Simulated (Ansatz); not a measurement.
# AlClFH3O: the cost of one run

Method: RHF/def2-SVP, in Ansatz 0.2.0.

### 1 The starting structure

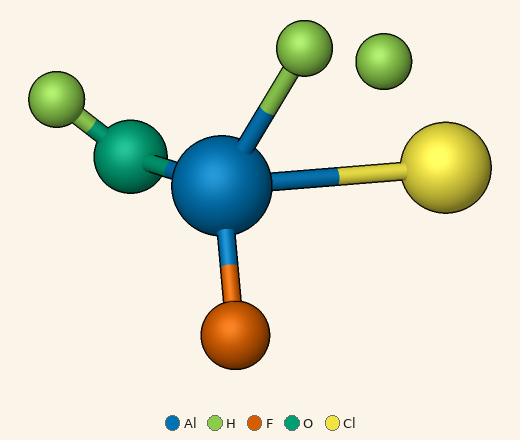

The starting structure, seen from a chosen angle (aluminium blue, hydrogen green, fluorine orange, oxygen teal, chlorine yellow).

Structure file:

```xyz
7

Al    0.0000    0.0000    0.0000
H     0.0000    0.0000    1.9100
F     1.4635    0.0000   -0.8450
O    -1.5415    0.0000   -0.8900
H    -2.0512   -0.8467   -0.6815
Cl    0.1134    2.3983    0.7978
H     0.0464    0.9821    1.9502
```

### 2 Pulling towards end A

Springs on the bonds that form and break draw the guess towards this end; the thresholds are loose.

input.yaml reads:

```yaml
crystal:
  periodic: [false, false, false]
  atoms:
    - { symbol: Al, position_ang: [0.0, 0.0, 0.0] }
    - { symbol: H, position_ang: [0.0, 0.0, 1.91] }
    - { symbol: F, position_ang: [1.4635, 0.0, -0.845] }
    - { symbol: O, position_ang: [-1.5415, 0.0, -0.89] }
    - { symbol: H, position_ang: [-2.0512, -0.8467, -0.6815] }
    - { symbol: Cl, position_ang: [0.1134, 2.3983, 0.7978] }
    - { symbol: H, position_ang: [0.0464, 0.9821, 1.9502] }
basis:
  gaussian: { orbitals: def2-SVP }
hamiltonian:
  xc: hf
relax:
  f_tol: 0.15
  max_steps: 25
  restrain:
    - { distance: [0, 5], at: 3.43, k: 30.0 }
    - { distance: [6, 1], at: 1.86, k: 30.0 }
    - { distance: [0, 1], at: 1.56, k: 30.0 }
    - { distance: [6, 5], at: 1.37, k: 30.0 }
output:
  orbitals: {}
```

Launch:

```bash
> ansatz run input.yaml --threads 1 --pin off --max-ram 2048MiB --backend cpu --events-out ev --progress --plain --runs-dir out
```

Q: Estimate wall time and peak memory on 1 thread of Arm Neoverse V1, shared host.

About 14 s, with a peak of 0.16 GiB.
